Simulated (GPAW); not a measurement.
## TiSi2 (Zhiqinite): optical spectrum from first principles

Aim: the dielectric function of TiSi2 (Zhiqinite), and the optical constants that follow from it. The cell comes from an older database entry, whose edges can differ from later determinations, mostly by under a per cent.

Method: DFT, PBE, plane-wave PAW (GPAW data sets), scalar-relativistic, RPA, optical limit, in GPAW 26.7.0.

The database entry behind the starting cell is an old determination (1939), so it need not match the best structure at ambient conditions.

## (1) Set-up

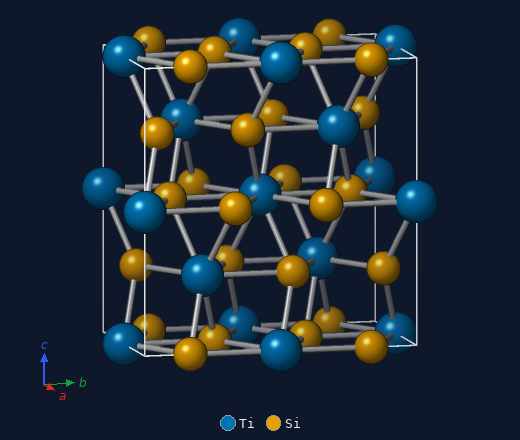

The cell as given, slightly off an axis (titanium blue, silicon orange). This picture shows the conventional cell, with its axes. Some periodic images of atoms are drawn too.

Structure file:

```xyz
6
Lattice="0.0000 4.1180 4.2615 2.3865 0.0000 4.2615 2.3865 4.1180 0.0000" Properties=species:S:1:pos:R:3 pbc="T T T"
Ti    2.3865    4.1180    4.2615
Ti    3.5797    6.1770    6.3922
Si    2.3865    6.8606    4.2615
Si    2.3865    1.3754    4.2615
Si    1.1932    3.4344    2.1307
Si    1.1932    0.6836    2.1307
```

## (2) Dielectric function, RPA

Transitions between filled and empty bands, summed over the zone, give the optical response, so mesh, band count and broadening shape it.

The induced potential is part of this response.

Input file df.py:

```python
from gpaw.response.df import DielectricFunction

df = DielectricFunction('full.gpw', frequencies={'type': 'nonlinear', 'domega0': 0.03, 'omega2': 8},
                        ecut=50,
                        eta=0.15,
                        nbands=59,
                        rate=0.05,
                        txt='df.txt')
for direction in ['x', 'y', 'z']:
    df.get_dielectric_function(xc='RPA', direction=direction, filename=f'df_{direction}.csv')
```

On the command line:

```console
$ OMP_NUM_THREADS=1 python df.py
```

Numbers of over 12 decimals in the logs are rounded to 6 here.

What it wrote:

```text
Using integrator: PointIntegrator
NonLinearFrequencyDescriptor(from 0.000 to 81.130 eV, 521 points)
Nonperiodic BCs:  [False False False]
Using integrator: PointIntegrator
NonLinearFrequencyDescriptor(from 0.000 to 81.130 eV, 521 points)
Nonperiodic BCs:  [False False False]
Using integrator: PointIntegrator

Calculating chi0 body with:
    Ground state adapter containing:
    Number of spins: 1
    Number of kpoints: 1000
    Number of irreducible kpoints: 171
    Number of completely occupied states: 17
    Number of partially occupied states: 22

    Linear response parametrization:
    q_c: [0.0, 0.0, 0.0]
    Number of frequency points: 521
    Planewave cutoff: 50.0
    Number of bands: 59
    Number of planewaves: 71
    Broadening (eta): 0.15

Integrating chi0 body.

Symmetries of q_c:
    Direct symmetries (Uq -> q): 4
    Indirect symmetries (TUq -> q): 4
In total 8 allowed symmetries.

171 groups of equivalent kpoints. 82.900000% reduction.

Integral kind: spectral function

Calculating chi0 optical extensions with:
    Ground state adapter containing:
    Number of spins: 1
    Number of kpoints: 1000
    Number of irreducible kpoints: 171
    Number of completely occupied states: 17
    Number of partially occupied states: 22

    Linear response parametrization:
    Number of frequency points: 521
    Planewave cutoff: 50.0
    Number of bands: 59
    Number of planewaves: 71
    Broadening (eta): 0.15
Integrating chi0 head and wings.

Symmetries of q_c:
    Direct symmetries (Uq -> q): 4
    Indirect symmetries (TUq -> q): 4
In total 8 allowed symmetries.

171 groups of equivalent kpoints. 82.900000% reduction.

Integral kind: spectral function wings

Calculating drude chi0 with:
    Number of frequency points:521
    Plasma frequency decay rate: 0.05 eV

    Ground state adapter containing:
    Number of spins: 1
    Number of kpoints: 1000
    Number of irreducible kpoints: 171
    Number of completely occupied states: 17
    Number of partially occupied states: 22

Symmetries of q_c:
    Direct symmetries (Uq -> q): 4
    Indirect symmetries (TUq -> q): 4
In total 8 allowed symmetries.

171 groups of equivalent kpoints. 82.900000% reduction.

Integral kind: intraband
Plasma frequency:
[[4.63-0.j 0.  +0.j 0.  +0.j]
 [0.  +0.j 5.01-0.j 0.  +0.j]
 [0.  +0.j 0.  +0.j 3.58-0.j]]
```

It took 2.2 min on 1 thread of Intel Xeon Platinum 8375C at 2.90GHz (Ice Lake), shared host; peak memory 0.43 GiB.

Some rows of df_x.csv (energy; Re and Im without local fields; Re and Im with them):

```text
0.000000, 8613.475294, -0.000000, 8613.397538, -0.000000
0.460735, -68.174151, 35.677625, -68.289462, 35.697231
0.943989, 4.457719, 15.437876, 4.307754, 15.313048
1.451455, 10.834182, 20.257123, 10.891111, 20.118683
1.984998, 8.807581, 17.308196, 8.853453, 17.362253
2.546682, 11.444657, 16.248076, 11.275966, 16.257149
3.138794, 6.937428, 19.840697, 7.006960, 19.710858
3.763875, 6.556944, 18.584831, 6.642225, 18.464510
4.424758, 2.697571, 19.696110, 2.957740, 19.715267
5.124608, -3.133299, 20.641099, -3.330960, 20.995472
5.866977, -8.894551, 15.356314, -9.095194, 15.111531
6.655862, -9.463016, 7.863162, -9.413060, 7.754593
7.495775, -7.506745, 4.936975, -7.373219, 4.871372
8.391833, -5.687661, 2.627695, -5.596182, 2.631574
9.349861, -4.339162, 1.785908, -4.234896, 1.885604
10.376517, -3.146578, 0.970622, -3.134556, 1.044593
11.479449, -2.239315, 0.652034, -2.237929, 0.731266
12.667487, -1.543479, 0.405068, -1.570855, 0.459601
13.950874, -1.034914, 0.268992, -1.068525, 0.318519
```

The Im ε has structure finer than the step of the table below, so its rows give means over 1 eV, whole bins alone (the curve runs from 0.305 to 14.0 eV). Peaks (eV: height): E ∥ x 1.6: 20.7, 2.9: 20.1, 5.0: 21.4; E ∥ y 2.2: 21.2, 4.8: 20.9; E ∥ z 4.0: 24.0.

Sum at mesh points, not converged in k. Table of Im ε by photon energy; means over each step:

```csv
photon energy (eV),E ∥ x,E ∥ y,E ∥ z
1,19.3,28.2,24.2
2,17.9,19.2,18.4
3,18.7,15.9,19.5
4,19.0,16.0,22.1
5,20.4,19.7,18.6
6,13.8,14.1,12.4
7,6.57,6.50,6.63
8,3.54,3.53,3.31
9,2.15,2.09,1.99
10,1.29,1.35,1.33
11,0.848,0.990,0.967
12,0.588,0.695,0.700
13,0.419,0.494,0.503
```

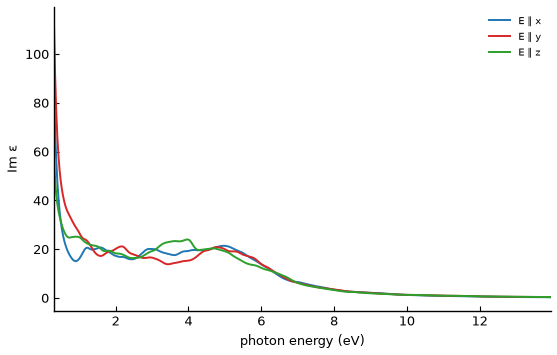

Im ε against photon energy.

Values under 1 per cm are given as 1; sum at mesh points, not converged in k. Absorption coefficient against photon energy:

```csv
photon energy (eV),E ∥ x (1/cm),E ∥ y (1/cm),E ∥ z (1/cm)
1.01,2.3e5,4.2e5,2.9e5
1.99,4.6e5,5.2e5,4.6e5
3.02,7.9e5,7.8e5,7.1e5
3.98,1.1e6,9.3e5,1.3e6
4.98,1.7e6,1.7e6,1.8e6
6.02,2.2e6,2.2e6,2.1e6
6.99,2.2e6,2.2e6,2.2e6
8.03,2.1e6,2.1e6,2.1e6
9.02,2.0e6,2.0e6,1.9e6
10.03,1.9e6,1.9e6,1.8e6
11.03,1.8e6,1.8e6,1.7e6
12.02,1.7e6,1.7e6,1.7e6
13.00,1.6e6,1.6e6,1.6e6
```

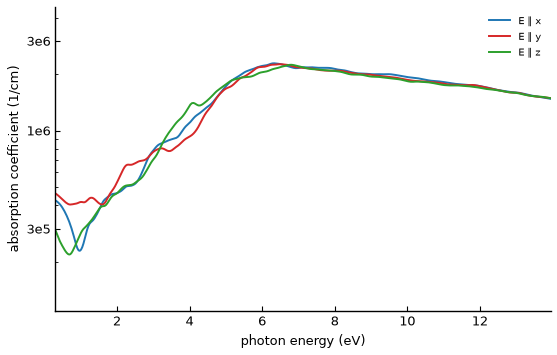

Absorption coefficient against photon energy.

Sum at mesh points, not converged in k. Reflectivity at normal incidence against photon energy; read off at these points:

```csv
photon energy (eV),E ∥ x (%),E ∥ y (%),E ∥ z (%)
1.0,45.2,62.8,52.6
1.6,49.4,47.0,48.7
2.0,46.2,49.3,47.1
3.0,49.1,46.9,47.9
4.0,49.4,44.6,55.5
5.0,56.2,55.3,57.9
6.0,64.8,64.0,62.1
7.0,68.2,69.7,70.6
8.0,73.1,70.7,72.5
8.3,73.7,72.3,73.3
9.0,72.1,72.3,72.3
10.0,75.4,72.7,72.4
11.0,75.7,71.7,71.0
12.0,76.4,73.2,71.8
12.3,77.2,73.7,71.4
13.0,75.2,71.1,71.4
```

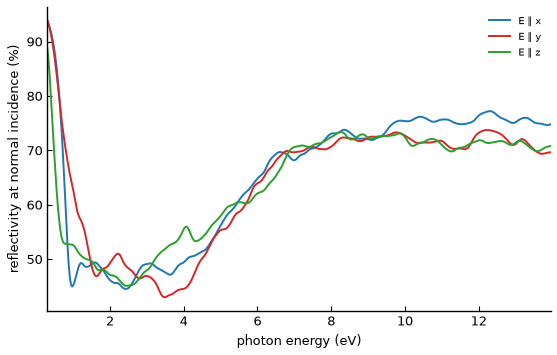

Reflectivity at normal incidence, plotted against photon energy.

Sum at mesh points, not converged in k. Im ε, E ∥ x against photon energy; read off at these points:

```csv
photon energy (eV),without local fields,with local fields
0.50,30.7,30.7
1.00,16.3,16.1
1.50,20.5,20.4
1.59,20.8,20.7
2.00,17.2,17.3
2.50,16.0,16.0
2.94,20.3,20.1
3.00,20.3,20.1
3.50,17.9,17.9
4.00,19.4,19.3
4.50,19.7,19.8
4.93,21.0,21.4
5.00,21.0,21.4
5.50,18.4,18.4
6.00,14.1,13.8
6.50,9.17,9.03
7.00,6.69,6.55
7.50,4.93,4.86
8.00,3.42,3.42
8.50,2.51,2.51
9.00,2.12,2.15
9.50,1.61,1.73
10.00,1.18,1.26
10.50,0.917,0.989
11.00,0.769,0.838
11.50,0.647,0.727
12.00,0.510,0.581
12.50,0.416,0.471
13.00,0.378,0.430
13.50,0.308,0.360
```

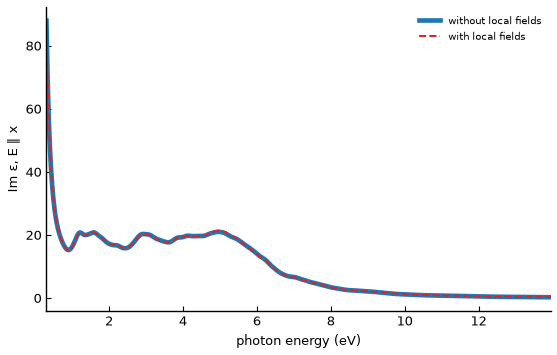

Im ε, E ∥ x against photon energy.

Sum at mesh points, not converged in k. Loss function −Im 1/ε at q → 0 against energy loss; read off at these points:

```csv
energy loss (eV),E ∥ x,E ∥ y,E ∥ z
0.9,0.0652,0.0309,0.0324
1.0,0.0515,0.0354,0.0325
2.0,0.0457,0.0428,0.0405
3.0,0.0422,0.0567,0.0373
4.0,0.0482,0.0569,0.0416
5.0,0.0465,0.0497,0.0494
6.0,0.0489,0.0502,0.0572
7.0,0.0606,0.0576,0.0550
8.0,0.0634,0.0710,0.0671
9.0,0.0846,0.0846,0.0872
10.0,0.0907,0.106,0.110
11.0,0.114,0.137,0.145
12.0,0.137,0.157,0.172
13.0,0.191,0.225,0.224
```

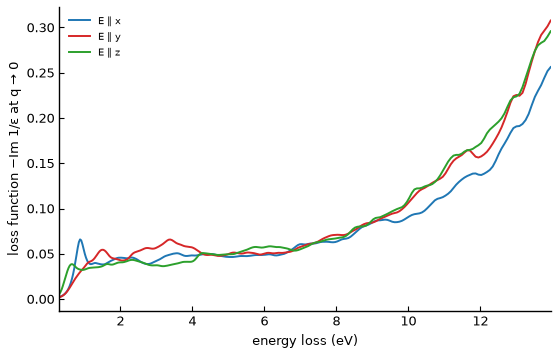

Loss function −Im 1/ε at q → 0, plotted against energy loss.

Optical constants at common wavelengths, from n + ik = √ε:

```csv
wavelength (nm),n x,k x,R (%) x,1/α x,n y,k y,R (%) y,1/α y
1550,2.35,3.448,59.3,36 nm,3.17,5.014,70.2,25 nm
1064,4.10,2.461,48.8,34 nm,3.35,3.581,57.8,24 nm
800,4.11,2.512,49.3,25 nm,3.36,2.586,47.7,25 nm
532,3.77,2.148,44.9,20 nm,3.45,2.789,50.0,15 nm
308,3.55,2.729,49.6,9.0 nm,3.35,2.295,44.6,11 nm
248,3.15,3.396,56.2,5.8 nm,3.03,3.299,55.3,6.0 nm
193,1.40,3.491,68.9,4.4 nm,1.48,3.461,67.4,4.4 nm
```

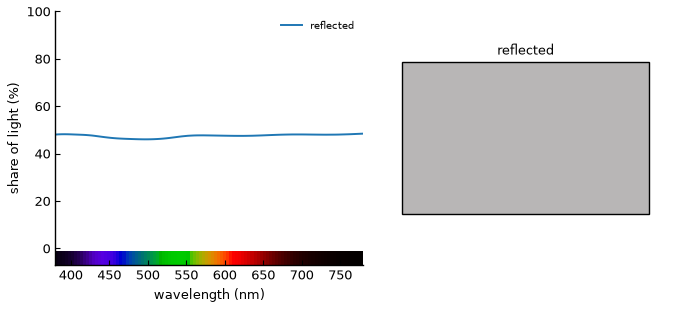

Light reflected across the visible range, with the colour that it makes of daylight (sRGB).

A polished face would reflect 47 % of daylight and look light grey (CIE x = 0.315, y = 0.330 under D65).

## (3) Summary of results

What this shows: At this level (PBE, RPA) TiSi2 is a metal. The mesh is too coarse to trust the carriers' weight, the reflectivity or the colour to better than tens of per cent. A polished face would reflect 47 % of daylight and look light grey (CIE x = 0.315, y = 0.330 under D65). The carriers' damping of 0.05 eV is typed, not computed; it shapes the response at the lowest energies. In this version of GPAW the matrix elements of the optical limit are incomplete, which can lower ε − 1 by up to a tenth where first-row anions or d states rule, and shift it by more in d metals. GPAW's carrier term has the form −ωp²/(ω + i·rate)², which damps like twice the rate and fails at low energy, so the curves leave the lowest energies out. The sum runs over mesh points 0.17 Å⁻¹ apart with no interpolation, so peaks are partly noise of the mesh, and the Drude plasma energy, a sum over the Fermi surface, isn't converged.

[Machine, clock and banner lines and Python warnings are left out of the logs.]

[Logs are printed without paths, hosts, clocks, repeated set-up lines and the standing remarks that a program may print on its own settings, such as how far it seeks lower states.]

[Hosts, paths, dates, database ids (printed as entryN), source tags and the programs' standing remarks are cut or masked in the printed files.]
